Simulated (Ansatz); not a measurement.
**Cl₂GaH₄NO: density, localisation and related maps**

The calculation's input:

```
crystal:
  periodic: [false, false, false]
  atoms:
    - { symbol: Ga, position_ang: [-1.13283, -0.70594, -0.321649] }
    - { symbol: "N", position_ang: [1.390902, 1.25017, 0.084043] }
    - { symbol: Cl, position_ang: [-0.357996, -2.090467, -1.779918] }
    - { symbol: Cl, position_ang: [-2.619146, 0.748579, -0.839929] }
    - { symbol: H, position_ang: [0.949049, 0.670174, 0.806999] }
    - { symbol: O, position_ang: [-0.629266, -0.831164, 1.454297] }
    - { symbol: H, position_ang: [1.751641, 0.657272, -0.673761] }
    - { symbol: H, position_ang: [0.713415, 1.924172, -0.292531] }
    - { symbol: H, position_ang: [-0.065669, -1.622795, 1.562349] }
basis:
  gaussian: { orbitals: def2-SVP }
hamiltonian:
  xc: pbe
relax:
  f_tol: 0.03
  max_steps: 50
output:
  orbitals: {}
```

Run with:

```sh
ansatz run input.yaml --threads 2 --pin off --max-ram 3072MiB --backend cpu --events-out ev --progress --plain --runs-dir out
```

The fields are those of the run's last geometry, not of the input's.

Theory: RKS PBE/def2-SVP in Ansatz.

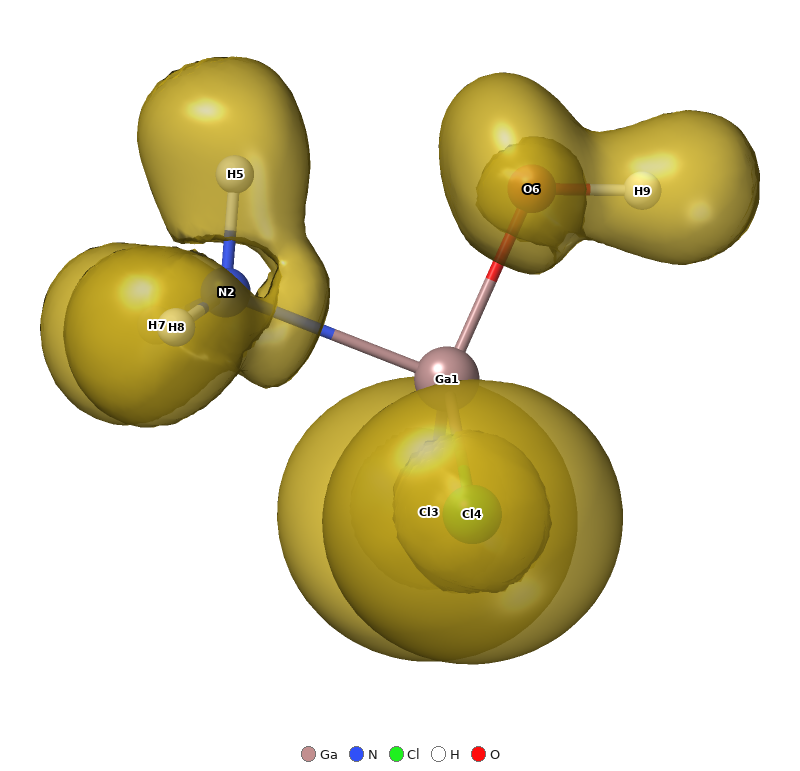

Figure 1. Isosurface of the ELF at 0.75 (yellow), seen across its widest extent. Core shells and regions of very low density are left out.

### Where are the electrons localised?

The surface consists of two regions wrapped around Cl (the valence shell of each), one joined region spread over several atoms (H, N), in which their bonds and any lone pairs are merged and one joined region spread over several atoms (H, O), in which their bonds and any lone pairs are merged. Along the contacts the grid gives the following. Ga–O (1.82 Å): the ELF peaks at about 0.85 in the valence shell of O, 0.6 Å from its nucleus, and is about 0.20 at the midpoint. Ga–N (2.08 Å): the ELF peaks at about 0.95 in the valence shell of N, 0.7 Å from its nucleus, and is about 0.35 at the midpoint.

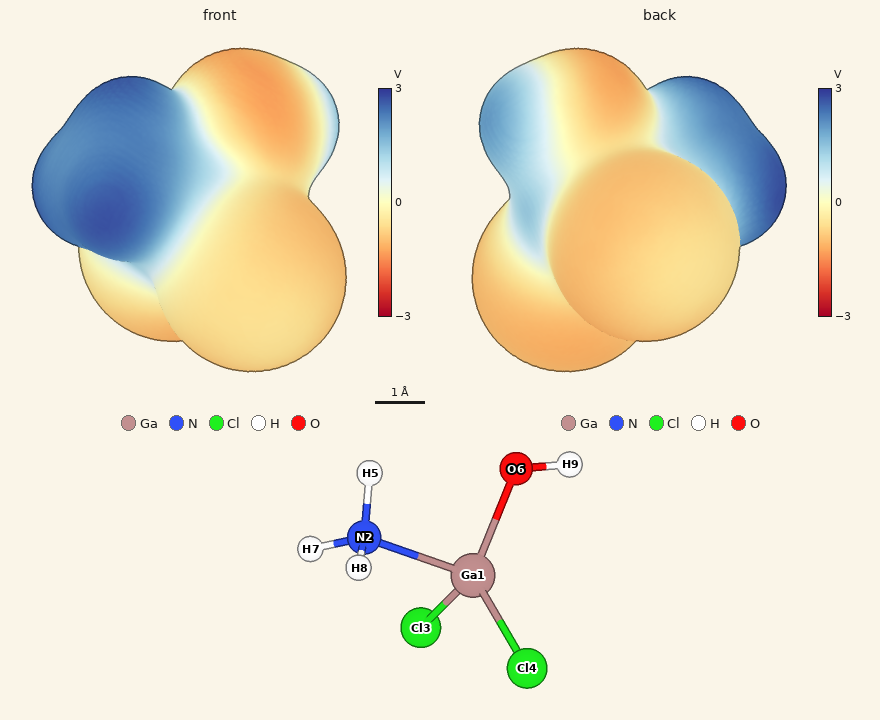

Figure 2. The molecular electrostatic potential painted on the density surface at 0.002 e/bohr³, seen from the front and from behind; the colour scale runs from red (negative) to blue (positive). The bare structure is drawn below in the same view.

### Describe the electrostatic potential map.

The most negative region (about −1.3 V) lies over O6, the most positive (about +2.7 V) over H7 and H8. O6 is the likeliest acceptor of a hydrogen bond.

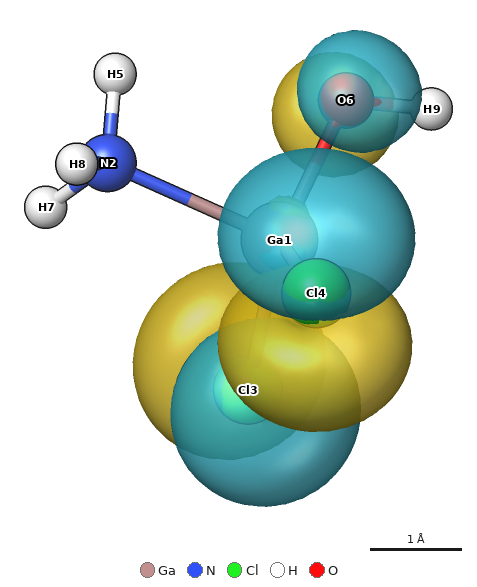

Figure 3. The HOMO−1 at ±0.1 Å⁻³ᐟ² (yellow and cyan are the two phases), seen at a tilt.

### What is the character of this orbital?

By Hirshfeld shares it lies mainly on Cl4 (about 40 %), Cl3 (about 40 %), O6 (about 10 %) and Ga1 (about 5 %); largely a combination of lone pairs on Cl4, Cl3 and O6. Its energy is −6.75 eV.
